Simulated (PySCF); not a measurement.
**A gas-phase reaction: H4O6Ti2 + C2H6Cl2Si → C2H9ClO6SiTi2 + ClH**

Wanted: the reaction energy for `[OH][Ti]1([OH])[O][Ti]([OH])([OH])[O]1` + `C[Si](C)(Cl)Cl` → `C[Si](C)(Cl)[O][Ti]1([OH])[O][Ti]([OH])([OH])[O]1` + `Cl`.

Programs: PySCF 2.14.0. All values are calculated, for the isolated system unless a continuum is named. Atoms count from 0, parts from 1.

## Step 1: Starting point

Each species was relaxed by itself at GFN2-xTB.

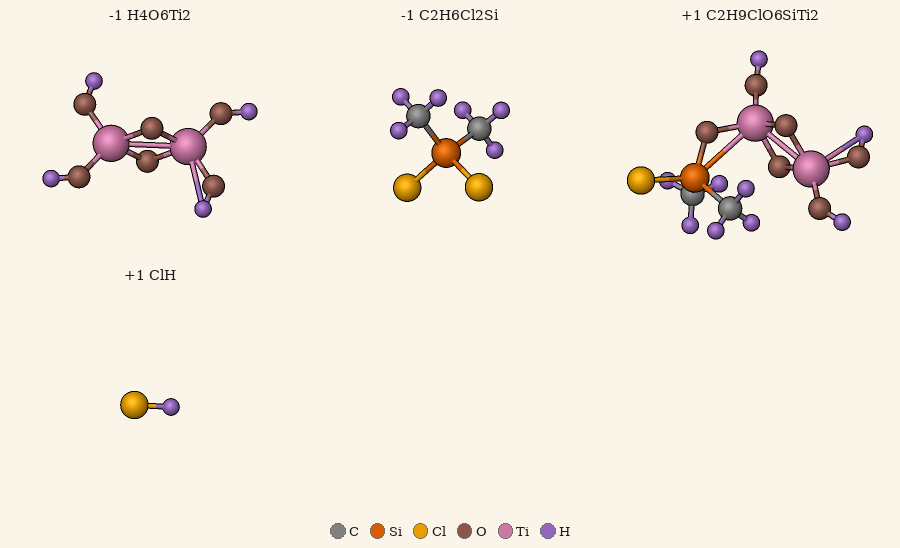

The species at one scale (carbon grey, silicon orange, chlorine amber, oxygen brown, titanium pink, hydrogen purple).

## Step 2: Energies of the species: PBE0-D3(BJ)/def2-SVP

Job settings and geometry (Å):

```
{"job": {"kind": "react", "xc": "PBE0", "basis": "def2-SVP", "disp": "d3bj"}, "charge": 0, "multiplicity": 1}
-1 H4O6Ti2 charge 0 multiplicity 1
O     -1.225520    -0.756510     2.256650
Ti    -1.066430    -0.537670     0.546080
O     -2.493100    -1.128890    -0.228330
O      0.516810    -1.102670    -0.089360
Ti     1.078910     0.543220    -0.543030
O      1.201070     0.749600    -2.259820
O      2.516240     1.140310     0.201500
O     -0.501040     1.108980     0.101570
H     -0.610160    -0.531510     2.962400
H     -3.312920    -1.539670     0.060770
H      0.554890     0.507120    -2.931710
H      3.341250     1.547680    -0.076730

-1 C2H6Cl2Si charge 0 multiplicity 1
C     -0.393560    -1.519510    -0.427670
Si    -0.323900     0.090070     0.582270
C      0.764940     1.413950    -0.240520
Cl     0.418390    -0.311290     2.432190
Cl    -2.210380     0.819070     0.794110
H     -1.028320    -2.260230     0.051490
H     -0.791850    -1.341830    -1.422060
H      0.593140    -1.958330    -0.540210
H      1.795800     1.082390    -0.321160
H      0.413960     1.648180    -1.240870
H      0.761770     2.337520     0.332430

+1 C2H9ClO6SiTi2 charge 0 multiplicity 1
C      1.509400     0.940890     0.876990
Si    -0.232880     1.028830     1.674550
C     -0.770870    -0.607870     2.522450
Cl    -0.250220     2.549790     3.010140
O     -1.368690     1.370020     0.582630
Ti    -1.452230     0.212020    -0.770200
O     -3.062680    -0.240790    -1.102020
O     -0.286470    -1.118030    -0.591500
Ti     0.843790    -0.501140    -1.865020
O      0.715130    -1.536100    -3.262390
O      2.549930    -0.282600    -1.748010
O     -0.333740     0.840230    -2.006410
H      2.295530     1.389850     1.479490
H      1.776600    -0.105730     0.691240
H      1.476520     1.462290    -0.088590
H     -1.644730    -0.456430     3.154030
H     -1.036940    -1.317300     1.730020
H      0.004410    -1.050710     3.140000
H     -3.928180    -0.251270    -1.515220
H     -0.127050    -1.787790    -3.654230
H      3.323390    -0.538160    -2.257960

+1 ClH charge 0 multiplicity 1
Cl     0.638480     0.001510    -0.006680
H     -0.638480    -0.001510     0.006680
```

Level: PBE0-D3(BJ)/def2-SVP reaction energy of separated species, gas phase.

Command:

```console
$ OMP_NUM_THREADS=1 python cluster_run.py task.json out
```

One launch serves the whole session: the jobs run in the order shown.

**Question.** The jobs that follow are: B97-D3(BJ)/def2-SVP reaction energy of separated species, gas phase; PBE0-D3(0)/6-31+G* Ti:def2-SVP reaction energy of separated species, gas phase; HF/pcseg-1 reaction energy of separated species, gas phase. Predict: reaction energy (PBE0-D3(BJ)/def2-SVP); ΔH, ΔG at 298 K (xTB thermal terms). Thermal terms come from harmonic xTB runs on each species.

**Answer**, as computed:

| quantity | value |
| --- | --- |
| reaction energy (PBE0-D3(BJ)/def2-SVP) | 8.95 kcal/mol |
| ΔH, ΔG at 298 K (xTB thermal terms) | +7.4, +12.3 kcal/mol |
| range of the reaction energy over the runs of this table | 7.88 to 15.96 kcal/mol |

What this shows: The reaction is endothermic by 7.4 kcal/mol in the gas phase; dispersion gives -4.23, and xTB itself gave -35.47 for the electronic energy (xTB energies and thermal terms come from the earlier relaxation of each species, not shown). No barrier was sought. xTB and this level differ widely in the electronic energy, so what comes from xTB (the thermal terms above all) is less safe here. The reaction energy runs from 7.88 (B97-D3(BJ)/def2-SVP) to 15.96 kcal/mol (HF/pcseg-1). Some runs hold a dispersion term and some don't. Tight-binding geometries are rough for metal atoms; that holds for every run here that uses one unrelaxed.
